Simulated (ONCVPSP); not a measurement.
Lanthanum, optimised norm-conserving Vanderbilt (ONCV), made with ONCVPSP 4.0.1 (PBEsol, scalar-relativistic). Core [Kr] 4d10, reference 5s2 5p6 5d1 6s1 6p1. Waves: 5s+6s: rc 2.80 bohr, ncon 4, nbas 8, qcut 4.8 1/bohr, 2 projectors; 5p+6p: rc 3.25 bohr, ncon 3, nbas 7, qcut 4.3 1/bohr, 2 projectors; 5d: rc 3.75 bohr, ncon 4, nbas 9, qcut 3.5 1/bohr, 1 projector; f scattering state at 0.15 Ha: rc 3.70 bohr, ncon 5, nbas 10, qcut 2.7 1/bohr, 2 projectors, debl 3.2 Ha. Local part: polynomial inside 2.70 bohr (lpopt 5, dvloc0 0 Ha). Core correction: Teter function fitted to the true core (icmod 2), fcfact 0.45.

In the f channel the program set the typed energies aside and used -0.202, 2.998 Ha.

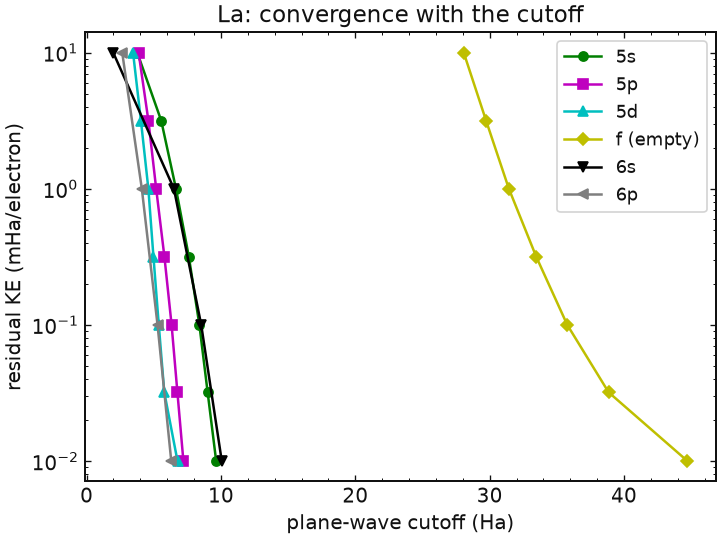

Residual kinetic energy of the pseudo-waves (the first of each channel, and further valence shells) beyond the plane-wave cutoff, as the generator prints it.

Which cutoffs does the potential need for its occupied states?

Answer. 6.7 Ha for 1 mHa and 8.5 Ha for 0.1 mHa per electron. The first is set by 5s.

Which wave is the hardest at 1 mHa per electron, and which settings govern it?

Answer. f (empty), with rc = 3.70 bohr and qcut = 2.7 1/bohr. The optimisation minimises, but can't always remove, the kinetic energy above qcut²/2 = 3.6 Ha, and a larger rc would as a rule soften the wave at some cost in transferability.

Read the cutoffs for an error of 1 mHa per electron.

Answer. f (empty): 31 Ha; 5s: 6.7 Ha; 6s: 6.5 Ha; 5p: 5.2 Ha; 5d: 4.6 Ha; 6p: 4.1 Ha.
